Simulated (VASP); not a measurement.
Band structure of NiGe (relaxed from the MnP structure, space group Pnma). Method: r2SCAN meta-GGA, VASP's PBE PAW potentials (set 64) (plane waves; VASP).

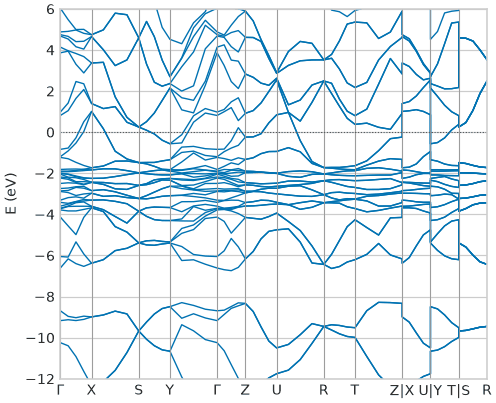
Figure. Bands along high-symmetry lines, zero at the valence-band maximum or, without a gap, the Fermi level

### Question
Read the plot: is there a gap, and where are the band edges?

### Answer
It has no gap at this level: it comes out as a metal or semimetal.

The structure was generated: NiGe was put into the MnP type (Pnma), which need not be its known phase. It was relaxed first. The run is not spin-polarised, so no magnetic state was tried.
